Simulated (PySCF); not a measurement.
# SiH4 (SMILES [H][Si]([H])([H])[H]) at 6 levels

Aim: a comparison of 6 runs (B3LYP/SBKJC, M06-2X/SBKJC, SVWN5/SBKJC, wB97X-V/SBKJC, CCSDTQ/SBKJC, UCCSD(T)/SBKJC) of SiH4. The job is set up through a Python script.

The results are computed with PySCF 2.14.0.

1 further run of the same task is left out (set aside as unsound or not needed).

### Step 1. The structure to begin with

SiH4 has 5 atoms, charge 0, and is taken as a singlet. As SMILES, `[H][Si]([H])([H])[H]`. The Si1–H3 distance was set to 1.753 Å, away from the relaxed value.

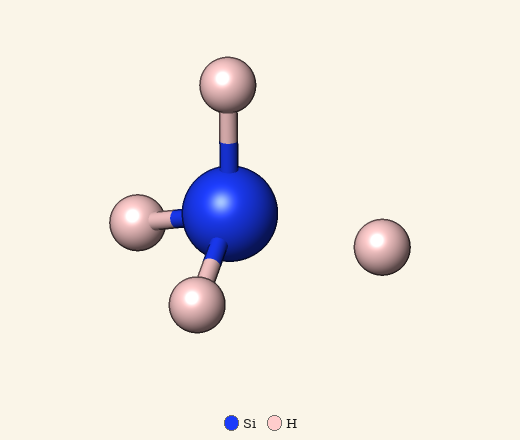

Viewed from a chosen angle; silicon blue, hydrogen pink.

### Step 2. A single-point energy at B3LYP/SBKJC (core potential) (run 1)

Input file run.py:

```python
from pyscf import gto, dft

mol = gto.M(
    atom='''
Si    -0.519023    -0.004346     0.188355
H     -0.497782    -0.040988     2.948848
H      2.595444     0.021278    -0.940630
H     -1.835482     2.257164    -0.691899
H     -1.819702    -2.250191    -0.751935
''',
    ecp={'Si': 'sbkjc'},
    max_memory=1860,
    unit='bohr',
    basis='sbkjc',
    verbose=3,
    charge=0,
)

mf = dft.RKS(mol)
mf.xc = 'b3lyp'
mf.grids.level = 5
mf.conv_tol = 1e-10
mf.kernel()
if not mf.converged:
    mf = mf.newton().run(mf.mo_coeff, mf.mo_occ)

energy = mf.e_tot
print(f'total energy: {energy:.8f} hartree')
```

Command:

```sh
$ OMP_NUM_THREADS=1 python run.py
```

Standard output:

```text
converged SCF energy = -6.2029756512074
total energy: -6.20297565 hartree
```

Wall time 1.6 s (1 thread of Intel Xeon 6975P-C (Granite Rapids), shared host); peak memory 0.17 GiB.

### Step 3. The energy at M06-2X/SBKJC (core potential) (run 2)

Input file start.xyz:

```xyz
5

Si    -0.274655    -0.002300     0.099673
H     -0.263415    -0.021690     1.560463
H      1.373450     0.011260    -0.497760
H     -0.971295     1.194440    -0.366137
H     -0.962945    -1.190750    -0.397907
```

Input file job.py:

```python
from pyscf import gto, dft

mol = gto.M(
    atom='start.xyz',
    basis='sbkjc',
    max_memory=1860,
    verbose=3,
    ecp={'Si': 'sbkjc'},
)

mf = dft.RKS(mol, xc='m06-2x')
mf.grids.level = 5
mf.conv_tol = 1e-10
mf.kernel()
if not mf.converged:
    mf = mf.newton().run(mf.mo_coeff, mf.mo_occ)

etot = mf.e_tot
print('E(%s) = %.9f' % ('M06-2X', etot))
```

Command:

```sh
$ OMP_NUM_THREADS=1 python job.py
```

Standard output:

```text
converged SCF energy = -6.15725296710169
E(M06-2X) = -6.157252967
```

Wall time 1.7 s (1 thread of Intel Xeon 6975P-C (Granite Rapids), shared host); peak memory 0.18 GiB.

Runs 3 to 4 aren't shown in full; the table further down has their settings and results.

### Step 4. A single-point energy at CCSDTQ/SBKJC (core potential) (run 5)

Input file input.py:

```python
from pyscf import gto, cc

mol = gto.M(
    atom='''
Si  -0.274655  -0.002300   0.099673
H   -0.263415  -0.021690   1.560463
H    1.373450   0.011260  -0.497760
H   -0.971295   1.194440  -0.366137
H   -0.962945  -1.190750  -0.397907
''',
    max_memory=1860,
    basis='sbkjc',
    ecp={'Si': 'sbkjc'},
    verbose=3,
)

mf = mol.RHF()
mf.conv_tol = 1e-10
mf.kernel()
if not mf.converged:
    mf = mf.newton().run(mf.mo_coeff, mf.mo_occ)

mycc = cc.CCSDTQ(mf)
mycc.kernel()
e_final = mycc.e_tot
print('Final energy', e_final)
```

Command:

```sh
$ OMP_NUM_THREADS=1 python input.py
```

Standard output:

```text
converged SCF energy = -5.97943367993444
_make_eris_incore_RCCSDTQ

WARN: A large `blksize` is being used, which may cause large memory consumption
      for storing contraction intermediates. If memory is sufficient, consider using
      `pyscf.cc.rccsdtq_highm.RCCSDTQ` instead.

RCCSDTQ converged
E(RCCSDTQ) = -6.062536307923105   E_corr = -0.08310262798866964
E_corr(same-spin) = -0.00370286491031253
E_corr(oppo-spin) = -0.0793997630783571
Final energy -6.062536307923105
```

Wall time 2.3 min (1 thread of Intel Xeon 6975P-C (Granite Rapids), shared host); peak memory 0.41 GiB.

### Step 5. The energy at UCCSD(T)/SBKJC (core potential) (run 6)

Input file run.py:

```python
from pyscf import gto, cc

system = gto.M(
    atom='''
Si    -0.519023    -0.004346     0.188355
H     -0.497782    -0.040988     2.948848
H      2.595444     0.021278    -0.940630
H     -1.835482     2.257164    -0.691899
H     -1.819702    -2.250191    -0.751935
''',
    verbose=3,
    charge=0,
    unit='bohr',
    basis='sbkjc',
    max_memory=1860,
    ecp={'Si': 'sbkjc'},
)

calc0 = system.UHF()
calc0.conv_tol = 1e-10
calc0.kernel()
if not calc0.converged:
    calc0 = calc0.newton().run(calc0.mo_coeff, calc0.mo_occ)
for _ in range(3):
    mo, _, stable, _ = calc0.stability(return_status=True)
    if stable:
        break
    calc0.kernel(calc0.make_rdm1(mo, calc0.mo_occ))

mycc = cc.CCSD(calc0)
mycc.kernel()
e_t = mycc.ccsd_t()
e_final = mycc.e_tot + e_t
print('E = %.10f Eh' % e_final)
```

Command:

```sh
$ OMP_NUM_THREADS=1 python run.py
```

Standard output:

```text
converged SCF energy = -5.97943367091043  <S^2> = 5.2979843e-13  2S+1 = 1
<class 'pyscf.scf.uhf.UHF'> wavefunction is stable in the internal stability analysis
E(UCCSD) = -6.061387272456789  E_corr = -0.08195360154635459
UCCSD(T) correction = -0.000804237795821659
E = -6.0621915103 Eh
```

Wall time 0.83 s (1 thread of Intel Xeon 6975P-C (Granite Rapids), shared host); peak memory 0.12 GiB.

### Step 6. Overview of the runs

| run | level | nlc grid | integration grid | energy (Eh) | dipole moment (D) of the reference | HOMO energy (eV) | LUMO energy (eV) | wall time |
| --- | --- | --- | --- | --- | --- | --- | --- | --- |
| 1 | B3LYP/SBKJC (core potential) | – | 5 | -6.202976 | 0.49 | -8.92 | 0.89 | 1.6 s |
| 2 | M06-2X/SBKJC (core potential) | – | 5 | -6.157253 | 0.49 | -10.13 | 1.87 | 1.7 s |
| 3 | SVWN5/SBKJC (core potential) | – | 5 | -6.118764 | 0.42 | -7.90 | 0.19 | 1.2 s |
| 4 | wB97X-V/SBKJC (core potential) | 1 | 5 | -6.183105 | 0.49 | -11.49 | 3.18 | 8.7 s |
| 5 | CCSDTQ/SBKJC (core potential) | – | – | -6.062536 | 0.57 | -11.96 | 4.08 | 2.3 min |
| 6 | UCCSD(T)/SBKJC (core potential) | – | – | -6.062192 | 0.57 | -11.96 | 4.08 | 0.83 s |

### Step 7. Outcome

| quantity | value |
| --- | --- |
| run 6: total energy | -6.06219 Eh |
| run 6: dipole moment (Hartree–Fock density) | 0.57 D |
| run 6: HOMO energy (Hartree–Fock orbitals) | -11.96 eV |
| run 6: LUMO energy (Hartree–Fock orbitals) | 4.08 eV |
| run 6: HOMO–LUMO gap (Hartree–Fock orbitals) | 16.04 eV |
| run 6: correlation energy | -82.8 mEh |
| run 6: (T) correction | -0.80 mEh |
| run 6: T1 diagnostic | 0.008 |

**Reading.** Over runs 1, 2, 3, 4 the dipole moment (its size) runs from 0.42 D (SVWN5/SBKJC) to 0.49 D (wB97X-V/SBKJC). Over runs 1, 2, 3, 4 the HOMO–LUMO gap runs from 8.10 eV (SVWN5/SBKJC) to 14.68 eV (wB97X-V/SBKJC). Totals of different functionals can't be ranked against each other. All runs together took 2.6 min, the longest 2.3 min.
